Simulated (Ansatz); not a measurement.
# Cl₂H₆N₂Si₂: up Jacob's ladder to CCSD(T)

How much do the methods differ for Cl₂H₆N₂Si₂? The plan is to run it at one geometry with functionals of several rungs and with coupled cluster. The yardstick is the atomisation energy at the CCSD(T) limit.

The runs use Ansatz 0.2.0, Gaussian basis; functionals in def2-TZVPP, the program's frozen cores in correlated methods.

Plan: PBE-D4, r2SCAN-D4, PBE0-D4, B3LYP-D4, ωB97X-V, ωB97M-V, B2PLYP; CCSD(T)/def2-TZVPP; MP2/def2-QZVPP; extrapolation to the limit.

## 1. Structure used throughout

An earlier PBE0-D4 in a triple-zeta def2 set relaxation fixed the geometry.

SMILES `N[SiH2][Si](N)(Cl)Cl`, 12 atoms, charge 0, spin multiplicity 1.

Atoms are counted from 1 here; the program's logs count them from 0.

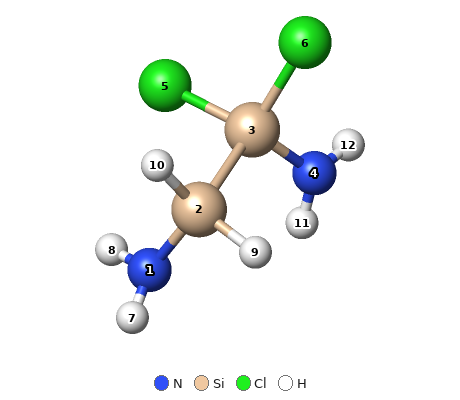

The structure; nitrogen blue, silicon light orange, chlorine green, hydrogen white; atoms are numbered from 1 in the order of the file.

## 2. PBE-D4 (GGA)

Contents of in.yaml:

```yaml
crystal:
  periodic: [false, false, false]
  atoms:
    - {symbol: N, position_ang: [-1.264983, 0.672930, -1.450266]}
    - {symbol: Si, position_ang: [-1.098115, -0.700279, -0.419438]}
    - {symbol: Si, position_ang: [0.596672, -0.109236, 1.069901]}
    - {symbol: N, position_ang: [2.089955, 0.058147, 0.282759]}
    - {symbol: Cl, position_ang: [-0.063811, 1.644382, 1.977692]}
    - {symbol: Cl, position_ang: [0.874208, -1.455932, 2.593865]}
    - {symbol: H, position_ang: [-1.753297, 0.582369, -2.327398]}
    - {symbol: H, position_ang: [-1.454535, 1.569454, -1.028516]}
    - {symbol: H, position_ang: [-0.697525, -1.853872, -1.266298]}
    - {symbol: H, position_ang: [-2.302408, -1.101239, 0.367139]}
    - {symbol: H, position_ang: [2.124814, 0.542220, -0.600936]}
    - {symbol: H, position_ang: [2.949047, 0.151057, 0.801506]}
basis:
  gaussian: {orbitals: def2-TZVPP}
hamiltonian: {xc: pbe, dispersion: d4}
output: {forces: true, orbitals: {seedname: orbitals}}
```

On the command line:

```
$ ansatz run in.yaml --threads 2 --pin off --events-out ev --progress --plain --max-ram 32768MiB --backend cuda --devices 0, --max-vram 18GiB
```

After this run come: r2SCAN-D4 (meta-GGA); PBE0-D4 (hybrid); B3LYP-D4 (hybrid); ωB97X-V (range-separated); ωB97M-V (range-separated); B2PLYP (double hybrid); CCSD(T) in def2-TZVPP; MP2 in def2-QZVPP.

Before running them: what should the planned runs give, taken together? Wanted: atomisation energy, CCSD(T)/CBS; farthest; mean size of error, hybrid; mean size of error, range-separated; gap, smallest and largest; T1 diagnostic; triples share of the correlation energy.

The runs gave:

| quantity | value |
| --- | --- |
| atomisation energy, CCSD(T)/CBS | 961.4 kcal/mol |
| functionals within 4.8 kcal/mol (0.5 %) | r2SCAN-D4, B3LYP-D4, ωB97M-V |
| farthest | B2PLYP (-17.6 kcal/mol) |
| mean size of error, hybrid | 3.9 kcal/mol |
| mean size of error, range-separated | 5.7 kcal/mol |
| gap, smallest and largest | 4.89 eV (PBE-D4), 11.41 eV (ωB97X-V) |
| T1 diagnostic | 0.0102 |
| triples share of the correlation energy | 3.9 % |

What this shows: PBE-D4 misses by +9.9 kcal/mol. Double hybrids carry the basis error of their MP2 part in triple zeta, and no dispersion term here, so their miss is partly the set-up's. Misses under about 4.8 kcal/mol are within the doubt on the reference itself, which lacks core-valence correlation, relativity and higher excitations. Hartree-Fock recovers 70 % of the binding; the rest is correlation. The gap grows from 4.9 to 11.4 eV across the functionals, mostly with the share of exact exchange.
